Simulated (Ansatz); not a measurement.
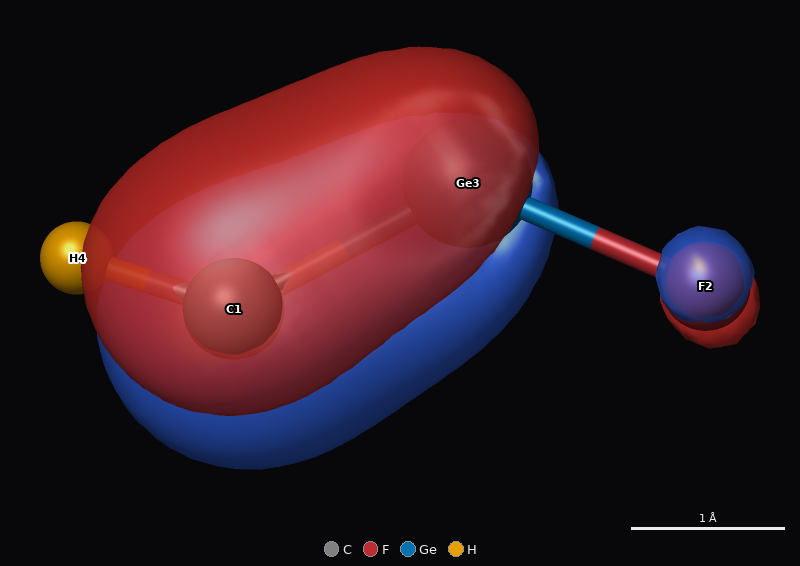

CHFGe (SMILES [CH]#[Ge][F]). One frontier orbital at ±0.15 Å⁻³ᐟ² (red and blue are the two phases), seen at a tilt.

Geometry: PBE0-D3(BJ)/def2-SVP.

Method: Ansatz, isolated molecule in a Gaussian basis; Kohn-Sham density functional theory, functional PBE0.

Q: Which orbital is it: HOMO or LUMO?

A: The HOMO, at −7.00 eV. It lies mainly on C1 (about 55 %) and Ge3 (about 35 %); it changes sign across the molecular plane (π type); π-bonding across C1–Ge3.
